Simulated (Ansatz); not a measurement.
## Zn3Sb4O6F6 (I-43m): G0W0 under other settings

A base run on Zn3Sb4O6F6 (I-43m), then changed inputs.

Main program and level: Ansatz 0.2.0; G0W0 on PBE, plane waves, PAW; PAW set soft_1.

## 1. The structure

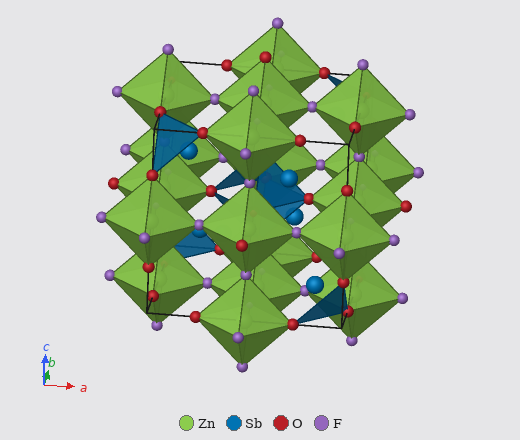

Start, viewed slightly off an axis; zinc green, antimony blue, oxygen red, fluorine purple. This picture shows the conventional cell, with its axes. Some periodic images of atoms are drawn too.

Geometry: measured cell, ions relaxed with PBE. The runs that relaxed it are not among those shown. Spin-orbit coupling is left out unless a step names it.

## 2. The base run: 2×2×2 mesh, 469 empty bands, screening to 84 eV, PAW set soft_1 files

Now the one-shot GW correction: screening in the RPA, then the self-energy of the levels asked for. This step takes PAW set soft_1 files.

The input, input.yaml:

```yaml
crystal:
  lattice:
    - [-4.06455, 4.06455, 4.06455]
    - [4.06455, -4.06455, 4.06455]
    - [4.06455, 4.06455, -4.06455]
  atoms:
    - { symbol: Zn, position: [0.0, 0.5, 0.5] }
    - { symbol: Zn, position: [0.5, 0.0, 0.5] }
    - { symbol: Zn, position: [0.5, 0.5, 0.0] }
    - { symbol: Sb, position: [0.3263421628, 0.0, 0.0] }
    - { symbol: Sb, position: [0.0, 0.0, 0.3263421628] }
    - { symbol: Sb, position: [0.0, 0.3263421628, 0.0] }
    - { symbol: Sb, position: [0.6736578372, 0.6736578372, 0.6736578372] }
    - { symbol: O, position: [0.0, 0.7488176488, 0.7488176488] }
    - { symbol: O, position: [0.2511823512, 0.0, 0.2511823512] }
    - { symbol: O, position: [0.0, 0.2511823512, 0.2511823512] }
    - { symbol: O, position: [0.7488176488, 0.0, 0.7488176488] }
    - { symbol: O, position: [0.2511823512, 0.2511823512, 0.0] }
    - { symbol: O, position: [0.7488176488, 0.7488176488, 0.0] }
    - { symbol: F, position: [0.25, 0.75, 0.5] }
    - { symbol: F, position: [0.75, 0.25, 0.5] }
    - { symbol: F, position: [0.5, 0.25, 0.75] }
    - { symbol: F, position: [0.5, 0.75, 0.25] }
    - { symbol: F, position: [0.75, 0.5, 0.25] }
    - { symbol: F, position: [0.25, 0.5, 0.75] }
kpoints:
  mp_grid: { grid: [2, 2, 2] }
hamiltonian:
  xc: pbe
  pseudopotentials: { kind: paw, azcp: { folder: soft_1 } }
scf:
  occupations: { method: fixed }
gw:
  n_empty_bands: 469
  ecut_chi: 84
  qp_bands: [v4, c4]
  qp_kpoints: band_edges
  screening: { model: contour_deformation }
```

The run is started by

```sh
$ ansatz run input.yaml --threads 2 --pin off --max-ram 92160MiB --backend cuda --events-out ev --progress --plain --runs-dir out --devices 1 --max-vram 13GiB
```

Numbers of over 12 decimals in the logs are rounded to 6 here.

The program printed:

```text
GPUs: using 1 of 1 available (devices: 1).
Engine: ansatz 0.2.0, x86_64-unknown-linux-gnu
Pseudopotentials: kind: paw
Pseudopotential: Zn, paw, valence charge 12, recommended cutoff 420 eV (normal), soft_1/Zn.paw.azcp
Pseudopotential: Sb, paw, valence charge 15, recommended cutoff 420 eV (normal), soft_1/Sb.paw.azcp
Pseudopotential: O, paw, valence charge 6, recommended cutoff 420 eV (normal), soft_1/O.paw.azcp
Pseudopotential: F, paw, valence charge 7, recommended cutoff 420 eV (normal), soft_1/F.paw.azcp
Functional definition: PBE
  parameter kappa = 0.804
  parameter beta = 0.066725
  exchange = pbe_x(kappa = kappa, mu = beta*pi^2/3)
  correlation = pbe_c(beta = beta)
device memory: the entry about to start is reckoned to put 3.3 GiB on a device that reports 33.8 GiB free (of which the cap on the GPU budget leaves the run 13.0 GiB)
GPU FFT provider: cuFFT
GPU libraries: cuBLAS 13.8.2, cuFFT 12.4.0, cuSOLVER 12.3.4
Crystal: 19 atoms, lattice volume = 268.595 Å³
Basis set: ecut = 420 eV, 5281 PW (Γ)
Bands: 106, of which v1, the nominal top of the filled ones, is band 87 counted from 1 (86 counted from 0)
Symmetry: 24 space group operations
Space group: I-43m (ITA 217), of the structure as read, at distance tolerance 6.5e-5 Å
k-points: 3 of 8
Non-local potential: Zn, projectors of the file, l = 0: 2, l = 1: 2, l = 2: 3, l = 3: 1
Non-local potential: Sb, projectors of the file, l = 0: 2, l = 1: 2, l = 2: 2, l = 3: 1
Non-local potential: O, projectors of the file, l = 0: 2, l = 1: 2, l = 2: 1
Non-local potential: F, projectors of the file, l = 0: 2, l = 1: 2, l = 2: 1
PAW form: soft (Blöchl's): semilocal exchange-correlation on the pseudo side does not see the compensation charge
PAW one-centre angular grid: Zn, 590 points (default); XC on 64 Gauss nodes
PAW one-centre angular grid: Sb, 590 points (default); XC on 64 Gauss nodes
PAW one-centre angular grid: O, 110 points (default); XC on 64 Gauss nodes
PAW one-centre angular grid: F, 110 points (default); XC on 64 Gauss nodes
Initial density: superposition of atomic densities (chi_scale 0.1, normalization cell, long waves kept (reshape's long-wave potential 0.30 eV rms))
Initial wavefunctions: pseudopotential atomic-orbital guess
GPU buffer pool allocated for 110592 grid points (all kernels)
GPU transforms: local potential and band sums: pruned to the plane-wave sphere, on 48×48×48
Functional: x = pbe(κ = 0.804, μ = 0.219515), c = pbe(β = 0.066725)
SCF iter   1: F=—  HF=-44169.851060 eV  |F-HF|=—  |Δ(HF+E_count)|=         —  Δρ=1.78e-1  dr2=7.45e1  ethr=3.10e-3  ⟨swp⟩=4.0  Hψ=1169  notcnv=0  defer=48
preconditioner: auto → Resta (q_TF=auto, 2.538 Å⁻¹)  ε∞=4.9  [insulator: Δε(μ)=0.823 eV  Ē_g=13.299 eV  n_scr=78 (ndim 8)  ℏωp=26.2 eV  f_vac=0.021  ε∞_Penn≈4.9]
[...]
NSCF: frozen V_eff on 3 k-points
G₀W₀ screening: q 1/3
[... further progress lines ...]
device memory: the entry about to start is reckoned to put 1.4 GiB on a device that reports 31.5 GiB free (of which the cap on the GPU budget leaves the run 13.0 GiB)
NSCF: frozen V_eff on 1 k-points
SCF converged after 12 iterations
Free energy (F): -44152.184320 eV
Harris-Foulkes:  -44152.184320 eV  (|F-HF|=1.51e-8)
Internal energy: -44152.184320 eV  (E = F + TS)
E sigma→0 (E₀):  -44152.184320 eV
Fermi energy:    6.305257 eV
--- Per-component energies (eV) ---
  E_band       = -859.341994
  E_kinetic    = 3287.684447
  E_local      = -18301.289685  (includes V_loc(G=0)·N_el)
  E_nonlocal   = 4882.901552
  E_hartree    = 7158.159691
  E_xc         = -1520.437575
  E_vxc        = -1653.792039  (∫ρ·V_xc dr)
  E_paw        = -26080.185051  (= ΣΔE_a)
  E_vpaw       = -3391.175910  (= ΣTr[D̂ρ^β])
  E_aug_tail   = 0.008720  (compensation charges beyond the density's cutoff)
  E_ewald      = -13579.026419
  E_smearing   = -0.000000  (= −TS)
  E_closure    = 0.000000  (closes the sum)
  Σ components = -44152.184320   (vs F -44152.184320, Δ=0.00e0)
--- Band table (eV) ---
  k-point 0: bands = [... 83 lower, 5.6345, 6.1514, 6.3053, 6.3053, 10.3949, 10.3949, 11.0758, 11.0758, ... 15 higher]
  k-point 1: bands = [... 83 lower, 5.6198, 5.6897, 5.7232, 6.0594, 10.0487, 10.3422, 10.6869, 10.9953, ... 15 higher]
  k-point 2: bands = [... 83 lower, 5.7893, 5.7893, 6.2542, 6.2542, 9.1250, 9.1250, 11.3705, 11.5183, ... 15 higher]
--- G₀W₀: contour deformation, 6 samples at zero and on the imaginary axis and 1 off it, 8 q-points, 469 empty bands' worth ---
  eigenvalues of the whole cell's RPA ε∞ on this k-mesh (on a slab, of 1 + 4πα/V) = 3.6438, 3.6438, 3.6438; static W/v taken at q = 0 is 0.274442
  bands read: the sum over 556 bands ends inside a degenerate multiplet in 1 slot, whose members it reads at an even weight; the widest, k=0: bands 556 to 558 (counted from 1) at 1/3 each
  gw.qp_kpoints: band_edges: 3 of 3 stored k-points solved, in 1 pass; an edge of the gap read off the rows below is read off those points alone
    ik  band        ε_KS         Σx   Σc(E_QP)       V_xc       Z   E_QP_lin       E_QP  E_QP is
     0    84      5.6345   -23.6868     3.1479   -19.6268  0.7805     4.7111     4.7224  root
     0    85      6.1514   -42.8201     6.9153   -34.0647  0.7626     4.2504     4.3113  root
     0    86      6.3053   -38.2524     6.1127   -30.6561  0.7653     4.7866     4.8216  root
     0    87      6.3053   -38.2524     6.1127   -30.6561  0.7653     4.7866     4.8216  root
     0    88     10.3949    -8.9451    -3.8643   -13.7184  0.8157    11.3140    11.3038  root
     0    89     10.3949    -8.9451    -3.8643   -13.7184  0.8157    11.3140    11.3038  root
     0    90     11.0758   -11.4063    -3.4033   -15.8095  0.8052    12.0881    12.0756  root
     0    91     11.0758   -11.4063    -3.4033   -15.8095  0.8052    12.0881    12.0756  root
[...]
2    88      9.1250    -9.2243    -3.3926   -13.3215  0.8235     9.8344     9.8296  root
     2    89      9.1250    -9.2243    -3.3926   -13.3215  0.8235     9.8344     9.8296  root
     2    90     11.3705   -10.1877    -3.4561   -14.4910  0.8161    12.2256    12.2176  root
     2    91     11.5183   -10.6110    -3.8180   -15.4724  0.8045    12.5773    12.5616  root
```

The job ended after 11 s (1 × NVIDIA H100 80GB HBM3 (shared by 6 runs) with 2 threads of AMD EPYC 7R13 (Zen 3), shared host; peak memory 1.5 GiB).

This step gave:

| Property | Result |
| --- | --- |
| bands summed | 556 |
| RPA ε∞ on this mesh (eigenvalues) | 3.644, 3.644, 3.644 |
| plane waves in the screening matrix | 459 |
| q-points in the mesh | 8 |
| G0W0 gap on the mesh | 4.818 eV |
| k of the valence top | -0.5, -0.5, -0.5 |
| k of the conduction bottom | -0.5, -0.5, -0.5 |
| starting gap on the mesh | 2.820 eV |
| Z at the valence top | 0.7794 |
| Z at the conduction bottom | 0.8235 |
| least direct G0W0 gap on the computed points | 4.818 eV |

The gap on the mesh goes from 2.82 eV to 4.82 eV, a correction of +2.00 eV, though a band edge has moved to another state.

## 3. Variant: accuracy level

Changes to input.yaml since step 2:

```diff
@@ -33,4 +33,4 @@
 gw:
-  n_empty_bands: 469
-  ecut_chi: 84
+  n_empty_bands: 609
+  ecut_chi: 100
   qp_bands: [v4, c4]
@@ -38 +38,2 @@
   screening: { model: contour_deformation }
+accuracy: high
```

The program printed:

```text
GPUs: using 1 of 1 available (devices: 1).
[...]
GPU FFT provider: cuFFT
GPU libraries: cuBLAS 13.8.2, cuFFT 12.4.0, cuSOLVER 12.3.4
Crystal: 19 atoms, lattice volume = 268.595 Å³
Basis set: ecut = 420 eV, 5281 PW (Γ)
Bands: 106, of which v1, the nominal top of the filled ones, is band 87 counted from 1 (86 counted from 0)
[... 1 set-up line as in the run before ...]
[...]
k-points: 3 of 8
[...]
GPU buffer pool allocated for 157464 grid points (all kernels)
[...]
SCF iter   1: F=—  HF=-44169.851083 eV  |F-HF|=—  |Δ(HF+E_count)|=         —  Δρ=1.78e-1  dr2=7.45e1  ethr=3.10e-3  ⟨swp⟩=4.0  Hψ=1169  notcnv=0  defer=48
[...]
SCF iter  12: F=-44152.184290 eV  HF=-44152.184290 eV  |F-HF|=1.52e-8  |Δ(HF+E_count)|=   1.16e-7  Δρ=1.86e-6  dr2=1.17e-8  ethr=5.75e-11  ⟨swp⟩=13.7  Hψ=1457  notcnv=0
SCF 1 converged in 12 iterations: F = -44152.184290 eV  dr2 = 1.17e-8
[...]
NSCF: frozen V_eff on 3 k-points
[...]
G₀W₀ screening: q 1/3
[... further progress lines ...]
[...]
SCF converged after 12 iterations
Free energy (F): -44152.184290 eV
[...]
Internal energy: -44152.184290 eV  (E = F + TS)
E sigma→0 (E₀):  -44152.184290 eV
Fermi energy:    6.305259 eV
[...]
--- Band table (eV) ---
  k-point 0: bands = [... 83 lower, 5.6345, 6.1514, 6.3053, 6.3053, 10.3949, 10.3949, 11.0758, 11.0758, ... 15 higher]
  k-point 1: bands = [... 83 lower, 5.6198, 5.6897, 5.7232, 6.0594, 10.0487, 10.3422, 10.6869, 10.9953, ... 15 higher]
  k-point 2: bands = [... 83 lower, 5.7893, 5.7893, 6.2543, 6.2543, 9.1250, 9.1250, 11.3704, 11.5183, ... 15 higher]
[...]
0    84      5.6345   -23.6868     3.0850   -19.6268  0.7793     4.6466     4.6595  root
     0    85      6.1514   -42.8202     6.9861   -34.0647  0.7608     4.3279     4.3821  root
     0    86      6.3053   -38.2524     6.1414   -30.6561  0.7635     4.8173     4.8503  root
     0    87      6.3053   -38.2524     6.1414   -30.6561  0.7635     4.8173     4.8503  root
     0    88     10.3949    -8.9451    -3.9344   -13.7184  0.8153    11.2422    11.2337  root
     0    89     10.3949    -8.9451    -3.9344   -13.7184  0.8153    11.2422    11.2337  root
     0    90     11.0758   -11.4063    -3.4656   -15.8095  0.8043    12.0242    12.0134  root
     0    91     11.0758   -11.4063    -3.4656   -15.8095  0.8043    12.0242    12.0134  root
[...]
2    88      9.1250    -9.2243    -3.4438   -13.3215  0.8229     9.7824     9.7784  root
     2    89      9.1250    -9.2243    -3.4438   -13.3215  0.8229     9.7824     9.7784  root
     2    90     11.3704   -10.1877    -3.5054   -14.4909  0.8151    12.1753    12.1682  root
     2    91     11.5183   -10.6110    -3.8882   -15.4724  0.8038    12.5050    12.4914  root
```

Wall time 15 s (1 × NVIDIA H100 80GB HBM3 (shared by 6 runs) with 2 threads); peak memory 1.6 GiB; 11 s of CPU time.

The G0W0 gap on the mesh is 4.840 eV.

Against the base:

```csv
setting,base,variant
empty bands,469,609
screening cutoff (eV),84,100
accuracy,-,high
```

```csv
quantity,variant,base
starting gap on the mesh,2.820,2.820
G0W0 gap on the mesh,4.840,4.818
least direct G0W0 gap on the computed points,4.840,4.818
Z at the valence top,0.778,0.779
Z at the conduction bottom,0.823,0.823
```

## 4. Variant: norm-conserving files, smooth pair densities

This step: G0W0 on PBE, plane waves, norm-conserving pseudopotentials.

Changes to input.yaml since step 3:

```diff
@@ -29,3 +29,3 @@
   xc: pbe
-  pseudopotentials: { kind: paw, azcp: { folder: soft_1 } }
+  pseudopotentials: { kind: nc }
 scf:
@@ -33,4 +33,4 @@
 gw:
-  n_empty_bands: 609
-  ecut_chi: 100
+  n_empty_bands: 436
+  ecut_chi: 80
   qp_bands: [v4, c4]
@@ -38,2 +38,2 @@
   screening: { model: contour_deformation }
-accuracy: high
+  pair_densities: pseudo
```

The program printed:

```text
GPUs: using 1 of 1 available (devices: 1).
[...]
GPU FFT provider: cuFFT
GPU libraries: cuBLAS 13.8.2, cuFFT 12.4.0, cuSOLVER 12.3.4
Crystal: 19 atoms, lattice volume = 268.595 Å³
Basis set: ecut = 1320 eV, 29101 PW (Γ)
Bands: 119, of which v1, the nominal top of the filled ones, is band 99 counted from 1 (98 counted from 0)
[... 1 set-up line as in the run before ...]
[...]
k-points: 3 of 8
[...]
GPU buffer pool allocated for 729000 grid points (all kernels)
[...]
SCF iter   1: F=—  HF=-33877.462474 eV  |F-HF|=—  |Δ(HF+E_count)|=         —  Δρ=2.18e-1  dr2=9.78e1  ethr=3.10e-3  ⟨swp⟩=4.3  Hψ=1274  notcnv=0  defer=53
[...]
SCF iter  10: F=-33849.116913 eV  HF=-33849.116913 eV  |F-HF|=1.90e-9  |Δ(HF+E_count)|=   6.56e-7  Δρ=4.07e-6  dr2=2.66e-8  ethr=5.05e-11  ⟨swp⟩=13.3  Hψ=1724  notcnv=0
SCF 1 converged in 10 iterations: F = -33849.116913 eV  dr2 = 2.66e-8
[...]
G₀W₀ screening: q 1/3
[... further progress lines ...]
[...]
SCF converged after 10 iterations
Free energy (F): -33849.116913 eV
[...]
Internal energy: -33849.116913 eV  (E = F + TS)
E sigma→0 (E₀):  -33849.116913 eV
Fermi energy:    6.999106 eV
[...]
--- Band table (eV) ---
  k-point 0: bands = [... 95 lower, 6.4035, 6.8382, 6.9991, 6.9991, 11.1376, 11.1376, 11.8197, 11.8197, ... 16 higher]
  k-point 1: bands = [... 95 lower, 6.3237, 6.4301, 6.4862, 6.7540, 10.7969, 11.0885, 11.4310, 11.7354, ... 16 higher]
  k-point 2: bands = [... 95 lower, 6.5614, 6.5614, 6.9458, 6.9458, 9.8743, 9.8743, 12.1147, 12.2564, ... 16 higher]
[...]
0    96      6.4035   -22.0969     3.2704   -17.7242  0.7809     5.2841     5.3012  root
     0    97      6.8382   -37.2683     6.3246   -29.5814  0.7690     5.4449     5.4758  root
     0    98      6.9991   -33.4821     5.6390   -26.7960  0.7706     5.9357     5.9521  root
     0    99      6.9991   -33.4821     5.6390   -26.7960  0.7706     5.9357     5.9521  root
     0   100     11.1376    -7.8027    -3.3794   -11.6462  0.8152    11.6042    11.6017  root
     0   101     11.1376    -7.8027    -3.3794   -11.6462  0.8152    11.6042    11.6017  root
     0   102     11.8197   -10.2111    -3.0733   -13.9787  0.8050    12.5198    12.5140  root
     0   103     11.8197   -10.2111    -3.0733   -13.9787  0.8050    12.5198    12.5140  root
[...]
2   100      9.8743    -8.1305    -3.0501   -11.5487  0.8232    10.2437    10.2424  root
     2   101      9.8743    -8.1305    -3.0501   -11.5487  0.8232    10.2437    10.2424  root
     2   102     12.1147    -9.0357    -3.3201   -13.0161  0.8161    12.7798    12.7751  root
     2   103     12.2564    -9.3188    -3.4005   -13.3733  0.8042    12.9161    12.9104  root
```

It took 18 s on 1 × NVIDIA H100 80GB HBM3 (shared by 6 runs) with 2 threads; peak memory 2.8 GiB.

The G0W0 gap on the mesh is 4.290 eV.

Against the base:

```csv
setting,base,variant
files,PAW set soft_1,norm-conserving
empty bands,469,436
screening cutoff (eV),84,80
pair densities,-,pseudo
```

```csv
quantity,variant,base
starting gap on the mesh,2.875,2.820
G0W0 gap on the mesh,4.290,4.818
least direct G0W0 gap on the computed points,4.455,4.818
Z at the valence top,0.771,0.779
Z at the conduction bottom,0.823,0.823
```

## 5. Summary of results

* base: 4.82 eV, 11 s
* accuracy level: 4.84 eV, 15 s
* norm-conserving files, smooth pair densities: 4.29 eV, 18 s

**Reading.** Accuracy level: the gap moves by +0.02 eV. The variant differs from the base in empty bands, screening cutoff and accuracy together, so the change can't be laid to one of them. Norm-conserving files, smooth pair densities: the gap moves by −0.53 eV (the plane-wave cutoff goes from 420 to 1320 eV). The variant differs from the base in files, empty bands, screening cutoff and pair densities together, so the change can't be laid to one of them. All runs here use a coarse mesh and modest cutoffs; they test settings and are not final values. The 2×2×2 mesh is coarse for this cell (its supercell is 14 Å along the shortest edge). The RPA ε∞ on it, from the PBE start, is 3.64; such meshes misread the long-range screening, most where the gap is narrow. A d shell, filled or nearly so, lies near the gap. One-shot GW converges very slowly in bands there, not always from below, and on a semilocal start the gap tends to come out low; starts rich in exact exchange can overshoot instead. The many-body steps are scalar-relativistic: spin-orbit coupling is not in them.

[Paths, hosts, dates, memory and timing lines, banners, echoed tables and standing remarks are left out of the program output.]

[Logs are printed without paths, hosts, clocks, repeated set-up lines and the standing remarks that a program may print on its own settings, such as how far it seeks lower states.]

[Runs of the session that timed out or met a known fault of the program may be left out.]

[Cells called generated may have been cut or substituted from an entry of the Crystallography Open Database or the Materials Project.]

[Hosts, paths, dates, database ids (printed as entryN), source tags and the programs' standing remarks are cut or masked in the printed files.]
